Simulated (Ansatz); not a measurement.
**Geometry relaxation of TaNH$_{4}$Cl$_{2}$F$_{2}$ (part 1 of 3)**

- system: TaNH$_{4}$Cl$_{2}$F$_{2}$
- method: RHF/def2-SVP (Ansatz 0.2.0)

It belongs to a series of runs on one base structure; here: end point A relaxed.

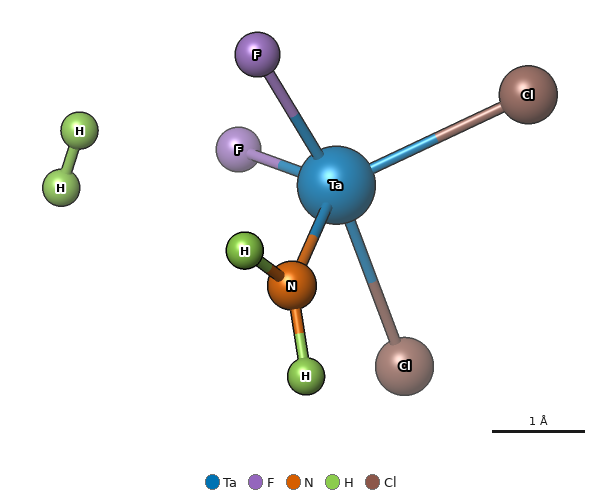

Figure 1. The starting structure (ball-and-stick view, seen at a tilt). Sticks mark near contacts. Bond lengths as drawn: Cl–Ta 2.31 to 2.36 Å, F–Ta 1.87 to 1.91 Å, H–H 0.71 Å, H–N 1.00 to 1.01 Å and N–Ta 1.95 Å.

**Input file**
```yaml
crystal:
  periodic: [false, false, false]
  atoms:
    - { symbol: Ta, position_ang: [-0.242182, 0.108772, -0.116117] }
    - { symbol: F, position_ang: [1.572874, 0.679374, -0.261496] }
    - { symbol: F, position_ang: [0.269989, -1.06588, 1.24366] }
    - { symbol: "N", position_ang: [-0.128176, -0.194403, -2.034589] }
    - { symbol: H, position_ang: [-0.846589, -0.593562, -2.610626] }
    - { symbol: H, position_ang: [0.72051, -0.023376, -2.545257] }
    - { symbol: Cl, position_ang: [-0.996943, 2.213064, 0.473848] }
    - { symbol: Cl, position_ang: [-2.370889, -0.898959, -0.171854] }
    - { symbol: H, position_ang: [1.907744, -1.915374, -0.696058] }
    - { symbol: H, position_ang: [2.263762, -1.310556, -0.58971] }
basis:
  gaussian: { orbitals: def2-SVP }
hamiltonian:
  xc: hf
relax:
  f_tol: 0.03
  max_steps: 50
output:
  orbitals: {}
```

Launch command:
```bash
ansatz run input.yaml --threads 2 --pin off --max-ram 3072MiB --backend cpu --events-out ev --progress --plain --runs-dir out
```

**Output**
```
The last accepted step is kept in [file] (removed where the run ends without a failure and the disk answers)
Engine: ansatz 0.2.0, x86_64-unknown-linux-gnu
Functional definition: HF
  exchange = exact_x
  correlation = 0
1348 factors; integrals over basis functions are off by at most 5.7e-4 eV
mean field evaluation 1: about -33484.1660 eV, gradient 5.9e1 eV
mean field evaluation 2: about -33484.3521 eV, gradient 5.9e1 eV
mean field evaluation 4: about -33491.5206 eV, gradient 3.5e0 eV
mean field evaluation 8: about -33491.5902 eV, gradient 3.4e-1 eV
mean field -33491.59074379 eV, -1230.7932584186 hartree, gradient 7.7e-6 eV, S^2 0.000000; 0 other end points of the search recorded, 0 dependent functions left out
the calculation of the forces begins
reference -33491.59074379 eV, -1230.7932584186 hartree; 38, 38 occupied and 92, 92 virtual orbitals, 1348 factors
relax step   1: F+E_penalty+E_count = -33491.59074379 eV  Δ(F+E_penalty+E_count) = +0.000e0 eV  max|allowed force component| = 1.464e0 eV/Å  Δτ_max = 0.0000 Å  (44 SCF iters, accepted)
these checks for a lower state are left out or cut short: starts, cluster_reference, orbital_swaps, neighbouring_geometries, increment
1348 factors; integrals over basis functions are off by at most 3.3e-4 eV
mean field evaluation 16: about -33491.3627 eV, gradient 2.3e1 eV
mean field -33491.73093186 eV, -1230.7984102353 hartree, gradient 1.4e-5 eV, S^2 0.000000; 0 other end points of the search recorded, 0 dependent functions left out
[... from here on the field's lines of each further geometry are left out, up to the last ...]
relax step   2: F+E_penalty+E_count = -33491.73093186 eV  Δ(F+E_penalty+E_count) = -1.402e-1 eV  max|allowed force component| = 1.599e-1 eV/Å  Δτ_max = 0.1998 Å  (39 SCF iters, accepted)
relax step   3: F+E_penalty+E_count = -33491.77480234 eV  Δ(F+E_penalty+E_count) = -4.387e-2 eV  max|allowed force component| = 3.176e-1 eV/Å  Δτ_max = 0.2000 Å  (40 SCF iters, accepted)
relax step   4: F+E_penalty+E_count = -33491.81010846 eV  Δ(F+E_penalty+E_count) = -3.531e-2 eV  max|allowed force component| = 5.027e-1 eV/Å  Δτ_max = 0.1923 Å  (40 SCF iters, accepted)
relax step   5: F+E_penalty+E_count = -33491.81861465 eV  Δ(F+E_penalty+E_count) = -8.506e-3 eV  max|allowed force component| = 4.934e-1 eV/Å  Δτ_max = 0.1388 Å  (42 SCF iters, accepted)
relax step   6: F+E_penalty+E_count = -33491.81047569 eV  Δ(F+E_penalty+E_count) = +8.139e-3 eV  max|allowed force component| = 6.878e-1 eV/Å  Δτ_max = 0.0448 Å  (41 SCF iters, rejected (line search))
relax step   7: F+E_penalty+E_count = -33491.82230708 eV  Δ(F+E_penalty+E_count) = -3.692e-3 eV  max|allowed force component| = 3.010e-1 eV/Å  Δτ_max = 0.0221 Å  (43 SCF iters, accepted)
relax step   8: F+E_penalty+E_count = -33491.82678812 eV  Δ(F+E_penalty+E_count) = -4.481e-3 eV  max|allowed force component| = 5.026e-2 eV/Å  Δτ_max = 0.1000 Å  (41 SCF iters, accepted)
relax step   9: F+E_penalty+E_count = -33491.82838019 eV  Δ(F+E_penalty+E_count) = -1.592e-3 eV  max|allowed force component| = 2.204e-2 eV/Å  Δτ_max = 0.1087 Å  (40 SCF iters, accepted)
relax step  10: F+E_penalty+E_count = -33491.82133618 eV  Δ(F+E_penalty+E_count) = +7.044e-3 eV  max|allowed force component| = 5.825e-1 eV/Å  Δτ_max = 0.1970 Å  (41 SCF iters, rejected (line search))
relax step  11: F+E_penalty+E_count = -33491.82936632 eV  Δ(F+E_penalty+E_count) = -9.861e-4 eV  max|allowed force component| = 2.625e-2 eV/Å  Δτ_max = 0.0964 Å  (41 SCF iters, accepted)
relax step  12: F+E_penalty+E_count = -33491.82908760 eV  Δ(F+E_penalty+E_count) = +2.787e-4 eV  max|allowed force component| = 5.663e-2 eV/Å  Δτ_max = 0.0975 Å  (41 SCF iters, rejected (line search))
relax step  13: F+E_penalty+E_count = -33491.82986297 eV  Δ(F+E_penalty+E_count) = -4.967e-4 eV  max|allowed force component| = 2.018e-2 eV/Å  Δτ_max = 0.0478 Å  (41 SCF iters, accepted)
relax step  14: F+E_penalty+E_count = -33491.83005983 eV  Δ(F+E_penalty+E_count) = -1.969e-4 eV  max|allowed force component| = 3.159e-2 eV/Å  Δτ_max = 0.0487 Å  (43 SCF iters, accepted)
relax step  15: F+E_penalty+E_count = -33491.83020915 eV  Δ(F+E_penalty+E_count) = -1.493e-4 eV  max|allowed force component| = 5.096e-2 eV/Å  Δτ_max = 0.0645 Å  (40 SCF iters, accepted)
relax step  16: F+E_penalty+E_count = -33491.83029747 eV  Δ(F+E_penalty+E_count) = -8.832e-5 eV  max|allowed force component| = 4.293e-2 eV/Å  Δτ_max = 0.0797 Å  (41 SCF iters, accepted)
relax step  17: F+E_penalty+E_count = -33491.83056964 eV  Δ(F+E_penalty+E_count) = -2.722e-4 eV  max|allowed force component| = 5.352e-2 eV/Å  Δτ_max = 0.0286 Å  (41 SCF iters, accepted)
relax step  18: F+E_penalty+E_count = -33491.83077012 eV  Δ(F+E_penalty+E_count) = -2.005e-4 eV  max|allowed force component| = 6.146e-2 eV/Å  Δτ_max = 0.0292 Å  (40 SCF iters, accepted)
relax step  19: F+E_penalty+E_count = -33491.83098987 eV  Δ(F+E_penalty+E_count) = -2.197e-4 eV  max|allowed force component| = 1.023e-1 eV/Å  Δτ_max = 0.0499 Å  (40 SCF iters, accepted)
relax step  20: F+E_penalty+E_count = -33491.83110816 eV  Δ(F+E_penalty+E_count) = -1.183e-4 eV  max|allowed force component| = 1.155e-1 eV/Å  Δτ_max = 0.0334 Å  (41 SCF iters, accepted)
relax step  21: F+E_penalty+E_count = -33491.83150818 eV  Δ(F+E_penalty+E_count) = -4.000e-4 eV  max|allowed force component| = 8.353e-2 eV/Å  Δτ_max = 0.0265 Å  (40 SCF iters, accepted)
relax step  22: F+E_penalty+E_count = -33491.83185303 eV  Δ(F+E_penalty+E_count) = -3.449e-4 eV  max|allowed force component| = 8.526e-2 eV/Å  Δτ_max = 0.0819 Å  (40 SCF iters, accepted)
relax step  23: F+E_penalty+E_count = -33491.83224166 eV  Δ(F+E_penalty+E_count) = -3.886e-4 eV  max|allowed force component| = 7.726e-2 eV/Å  Δτ_max = 0.0264 Å  (43 SCF iters, accepted)
relax step  24: F+E_penalty+E_count = -33491.83249085 eV  Δ(F+E_penalty+E_count) = -2.492e-4 eV  max|allowed force component| = 5.485e-2 eV/Å  Δτ_max = 0.0093 Å  (43 SCF iters, accepted)
relax step  25: F+E_penalty+E_count = -33491.83303383 eV  Δ(F+E_penalty+E_count) = -5.430e-4 eV  max|allowed force component| = 3.542e-2 eV/Å  Δτ_max = 0.0663 Å  (40 SCF iters, accepted)
relax step  26: F+E_penalty+E_count = -33491.83333433 eV  Δ(F+E_penalty+E_count) = -3.005e-4 eV  max|allowed force component| = 1.211e-1 eV/Å  Δτ_max = 0.1172 Å  (39 SCF iters, accepted)
relax step  27: F+E_penalty+E_count = -33491.83367730 eV  Δ(F+E_penalty+E_count) = -3.430e-4 eV  max|allowed force component| = 7.161e-2 eV/Å  Δτ_max = 0.0098 Å  (42 SCF iters, accepted)
relax step  28: F+E_penalty+E_count = -33491.83409868 eV  Δ(F+E_penalty+E_count) = -4.214e-4 eV  max|allowed force component| = 4.005e-2 eV/Å  Δτ_max = 0.0482 Å  (41 SCF iters, accepted)
relax step  29: F+E_penalty+E_count = -33491.83447033 eV  Δ(F+E_penalty+E_count) = -3.716e-4 eV  max|allowed force component| = 9.680e-2 eV/Å  Δτ_max = 0.1175 Å  (41 SCF iters, accepted)
relax step  30: F+E_penalty+E_count = -33491.83365662 eV  Δ(F+E_penalty+E_count) = +8.137e-4 eV  max|allowed force component| = 1.865e-1 eV/Å  Δτ_max = 0.0715 Å  (41 SCF iters, rejected (line search))
relax step  31: F+E_penalty+E_count = -33491.83481327 eV  Δ(F+E_penalty+E_count) = -3.429e-4 eV  max|allowed force component| = 5.466e-2 eV/Å  Δτ_max = 0.0188 Å  (43 SCF iters, accepted)
relax step  32: F+E_penalty+E_count = -33491.83501548 eV  Δ(F+E_penalty+E_count) = -2.022e-4 eV  max|allowed force component| = 5.435e-2 eV/Å  Δτ_max = 0.0323 Å  (40 SCF iters, accepted)
relax step  33: F+E_penalty+E_count = -33491.83517739 eV  Δ(F+E_penalty+E_count) = -1.619e-4 eV  max|allowed force component| = 8.934e-2 eV/Å  Δτ_max = 0.0391 Å  (40 SCF iters, accepted)
relax step  34: F+E_penalty+E_count = -33491.83531373 eV  Δ(F+E_penalty+E_count) = -1.363e-4 eV  max|allowed force component| = 7.410e-2 eV/Å  Δτ_max = 0.0131 Å  (43 SCF iters, accepted)
relax step  35: F+E_penalty+E_count = -33491.83557597 eV  Δ(F+E_penalty+E_count) = -2.622e-4 eV  max|allowed force component| = 3.996e-2 eV/Å  Δτ_max = 0.0341 Å  (41 SCF iters, accepted)
relax step  36: F+E_penalty+E_count = -33491.83578498 eV  Δ(F+E_penalty+E_count) = -2.090e-4 eV  max|allowed force component| = 7.134e-2 eV/Å  Δτ_max = 0.0661 Å  (41 SCF iters, accepted)
relax step  37: F+E_penalty+E_count = -33491.83584904 eV  Δ(F+E_penalty+E_count) = -6.406e-5 eV  max|allowed force component| = 6.414e-2 eV/Å  Δτ_max = 0.0242 Å  (41 SCF iters, accepted)
relax step  38: F+E_penalty+E_count = -33491.83619254 eV  Δ(F+E_penalty+E_count) = -3.435e-4 eV  max|allowed force component| = 4.660e-2 eV/Å  Δτ_max = 0.0492 Å  (40 SCF iters, accepted)
relax step  39: F+E_penalty+E_count = -33491.83633644 eV  Δ(F+E_penalty+E_count) = -1.439e-4 eV  max|allowed force component| = 7.770e-2 eV/Å  Δτ_max = 0.0899 Å  (41 SCF iters, accepted)
relax step  40: F+E_penalty+E_count = -33491.83664888 eV  Δ(F+E_penalty+E_count) = -3.124e-4 eV  max|allowed force component| = 7.103e-2 eV/Å  Δτ_max = 0.0164 Å  (43 SCF iters, accepted)
relax step  41: F+E_penalty+E_count = -33491.83681076 eV  Δ(F+E_penalty+E_count) = -1.619e-4 eV  max|allowed force component| = 5.114e-2 eV/Å  Δτ_max = 0.0030 Å  (43 SCF iters, accepted)
relax step  42: F+E_penalty+E_count = -33491.83681477 eV  Δ(F+E_penalty+E_count) = -4.008e-6 eV  max|allowed force component| = 4.102e-2 eV/Å  Δτ_max = 0.0026 Å  (29 SCF iters, accepted)
the calculation of the forces begins
reference -33491.83703556 eV, -1230.8023094744 hartree; 38, 38 occupied and 92, 92 virtual orbitals, 1348 factors
relax step  43: F+E_penalty+E_count = -33491.83703556 eV  Δ(F+E_penalty+E_count) = -2.208e-4 eV  max|allowed force component| = 2.685e-2 eV/Å  Δτ_max = 0.0278 Å  (40 SCF iters, accepted)
```

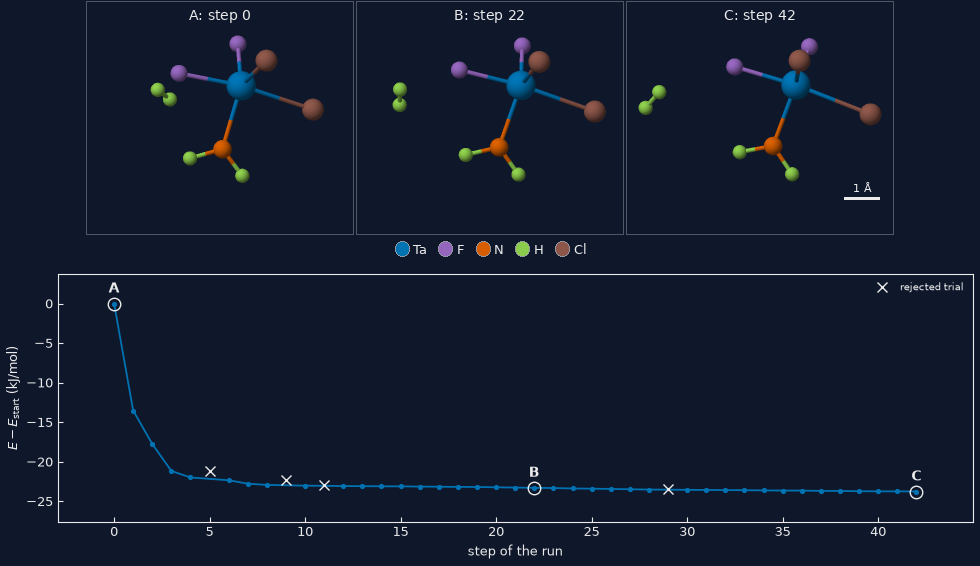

Figure 2. Frames of the relaxation (ball-and-stick view, seen at a tilt) above the curves, on which the letters mark them (the first geometry is step 0 here and step 1 in the log).

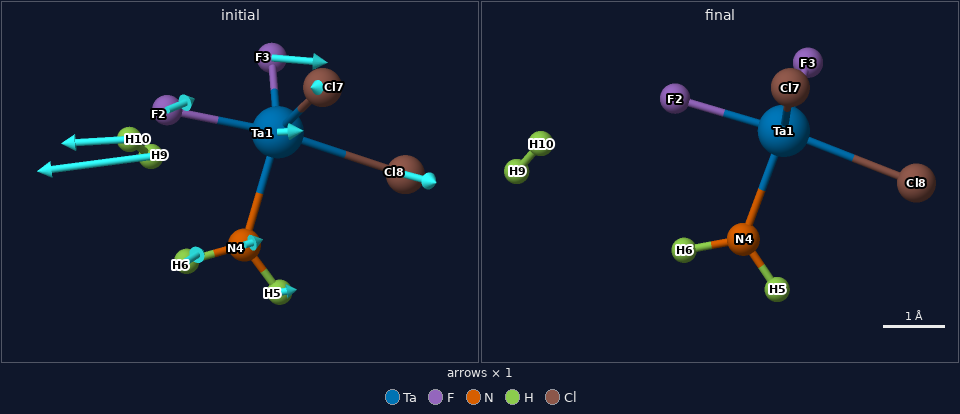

Figure 3. Before (left) and after (right) the relaxation, at one scale (ball-and-stick view, seen at a tilt). The teal arrows give the displacements, at true length. After 42 geometry steps the energy has fallen by 23.8 kJ/mol. Largest force component: 1.5 eV/Å at the start, 0.027 eV/Å at the end. The line search rejected the trial steps at points 5, 9, 11, 29 (counted from 0) and went back. H9 moves most after the best rigid fit: 1.91 Å. By element the largest moves are H 1.91 Å, Cl 0.99 Å, F 0.94 Å, Ta 0.44 Å, N 0.37 Å. Among the contacts that change: H9–H10 0.710 → 0.747 Å, Ta1–F2 1.908 → 1.883 Å, Ta1–Cl7 2.312 → 2.322 Å, Ta1–N4 1.946 → 1.941 Å. Among the angles that change: F3–Ta1–N4 127.1° → 120.6°, F3–Ta1–Cl7 118.4° → 122.3°, N4–Ta1–Cl7 114.4° → 116.9°. (Atoms are counted from 1 in the order of the input.)

```
1348 factors; integrals over basis functions are off by at most 3.2e-4 eV
mean field -33491.83703556 eV, -1230.8023094744 hartree, gradient 1.5e-5 eV, S^2 0.000000; 1 other end points of the search recorded, 0 dependent functions left out
the calculation of the forces begins
reference -33491.83703556 eV, -1230.8023094744 hartree; 38, 38 occupied and 92, 92 virtual orbitals, 1348 factors
Total energy: -33491.83703556 eV, -1230.8023094744 hartree
Atom 0 at    -0.647006     0.238172    -0.025554 Å, force     0.019190    -0.003018     0.015598 eV/Å
Atom 1 at     1.230935     0.194613     0.099399 Å, force    -0.018903    -0.002144     0.001266 eV/Å
Atom 2 at    -0.715889    -0.980584     1.386933 Å, force     0.000378     0.010996    -0.012524 eV/Å
Atom 3 at    -0.382840    -0.374433    -1.848112 Å, force     0.011725    -0.011802    -0.021031 eV/Å
Atom 4 at    -1.110968    -0.598210    -2.502462 Å, force     0.009983     0.001705     0.007194 eV/Å
Atom 5 at     0.537119    -0.536914    -2.222823 Å, force    -0.026847     0.005813     0.011675 eV/Å
Atom 6 at    -0.695674     2.534241     0.315645 Å, force     0.000804    -0.003231     0.000726 eV/Å
Atom 7 at    -2.974903     0.039692    -0.345023 Å, force     0.003751    -0.000287    -0.002221 eV/Å
Atom 8 at     3.607305    -2.009436    -1.314009 Å, force     0.004432    -0.006940    -0.008009 eV/Å
Atom 9 at     3.302022    -1.508041    -0.852195 Å, force    -0.004512     0.008909     0.007326 eV/Å
Dipole moment:     0.105324    -0.132229    -0.603123 e Å
```

**Trajectory as extended XYZ (Å, eV, eV/Å), 43 frames, from step=1 to step=43**
```
10
Properties=species:S:1:pos:R:3:forces:R:3 step=1 energy=-33491.59074
Ta   -0.2422    0.1088   -0.1161    0.4166   0.3934  -0.0426
F     1.5729    0.6794   -0.2615   -0.7363   0.1306   0.1169
F     0.2700   -1.0659    1.2437    0.0047   0.0002   0.0083
N    -0.1282   -0.1944   -2.0346   -0.0263  -0.0042   0.0263
H    -0.8466   -0.5936   -2.6106   -0.0076  -0.0032   0.0040
H     0.7205   -0.0234   -2.5453    0.0208   0.0099  -0.0087
Cl   -0.9969    2.2131    0.4738    0.0022  -0.0047   0.0042
Cl   -2.3709   -0.8990   -0.1719   -0.0053   0.0024  -0.0009
H     1.9077   -1.9154   -0.6961   -0.5440  -1.4644  -0.2724
H     2.2638   -1.3106   -0.5897    0.8753   0.9400   0.1649
10
Properties=species:S:1:pos:R:3:forces:R:3 step=2 energy=-33491.73093
Ta   -0.2793    0.1547   -0.1126    0.1435   0.0794   0.0161
F     1.4995    0.7771   -0.2394   -0.1599  -0.0767   0.0087
F     0.2525   -1.0261    1.2370    0.0341   0.0535  -0.0711
N    -0.1445   -0.1698   -2.0278    0.0473  -0.0428   0.0272
H    -0.8485   -0.5973   -2.6024    0.0099   0.0128   0.0270
H     0.7125   -0.0115   -2.5303   -0.0256   0.0447   0.0011
Cl   -1.0318    2.2514    0.4836   -0.1598   0.1194   0.0325
Cl   -2.3893   -0.8900   -0.1730   -0.0878   0.0280   0.0059
H     2.0255   -2.0724   -0.7339    0.0725  -0.1209  -0.0311
H     2.3535   -1.4170   -0.6095    0.1257  -0.0974  -0.0163
10
Properties=species:S:1:pos:R:3:forces:R:3 step=3 energy=-33491.77480
Ta   -0.3116    0.1905   -0.1137    0.0273  -0.1199   0.0042
F     1.4591    0.8079   -0.2399    0.0560   0.1376   0.0250
F     0.2533   -1.0518    1.1604   -0.0483   0.0326   0.0421
N    -0.1554   -0.1735   -2.0123    0.2197   0.1621  -0.3007
H    -0.8433   -0.6527   -2.5650    0.0149   0.0501  -0.0407
H     0.6524    0.1153   -2.5545   -0.3176  -0.2139   0.2653
Cl   -1.1031    2.2834    0.4730   -0.0080   0.1552   0.0490
Cl   -2.4491   -0.7970   -0.1512   -0.0703  -0.0888  -0.0082
H     2.1410   -2.1793   -0.7160    0.0476  -0.0871  -0.0247
H     2.5068   -1.5439   -0.5890    0.0787  -0.0278  -0.0113
10
Properties=species:S:1:pos:R:3:forces:R:3 step=4 energy=-33491.81011
Ta   -0.3572    0.2265   -0.1104   -0.0571   0.0387   0.0529
F     1.4121    0.8581   -0.2220   -0.0231  -0.0432   0.0022
F     0.1959   -1.0020    1.1823    0.0341   0.0424  -0.0263
N    -0.1950   -0.1392   -2.0109    0.4693   0.0460  -0.2512
H    -0.8920   -0.5884   -2.5779    0.0321   0.0295  -0.0084
H     0.6687    0.0385   -2.5191   -0.5027  -0.0808   0.2751
Cl   -1.1468    2.3279    0.4820   -0.0184  -0.0242  -0.0126
Cl   -2.4884   -0.7908   -0.1547    0.0146   0.0361  -0.0179
H     2.2895   -2.2814   -0.7544    0.0129  -0.0498  -0.0143
H     2.6634   -1.6501   -0.6233    0.0382   0.0054   0.0004
```
